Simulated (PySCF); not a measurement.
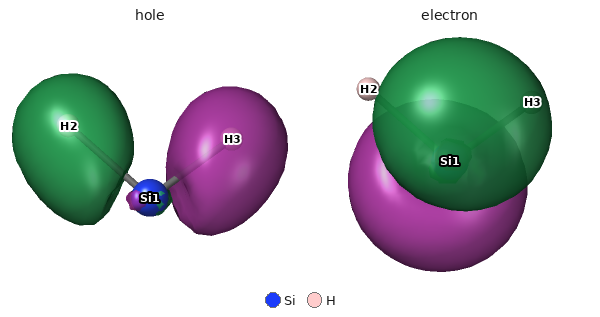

Figure 1: H₂Si, SMILES `[SiH2]`. Leading natural transition orbital pair of S₂ (full linear response singlet states); the surfaces enclose about 70 % of each orbital's density.

Level of theory: LC-wPBE/def2-TZVP (PySCF), at a geometry from GFN2-xTB. No frequency check shows the geometry to be a minimum. Without diffuse functions Rydberg states are missing, so the states' numbers hold for this basis only.

Geometry (Å), atoms numbered from 1:

```
Si1      0.0000    0.1230    0.0000
H2       1.1126   -0.8608    0.0000
H3      -1.1125   -0.8609    0.0000
```

Where does the state lie, and where do hole and electron sit?

4.91 eV (252 nm), f = 0.000 (dark); the leading pair carries 100 %; hole on Si1 (46 %) and H2 and H3 (27 % each), electron on Si1 (88 %) and H2 and H3 (6 % each); their centroids lie 0.6 Å apart. In canonical orbitals it is mainly HOMO−1 → LUMO (98 %). The HOMO–LUMO gap is 8.45 eV.
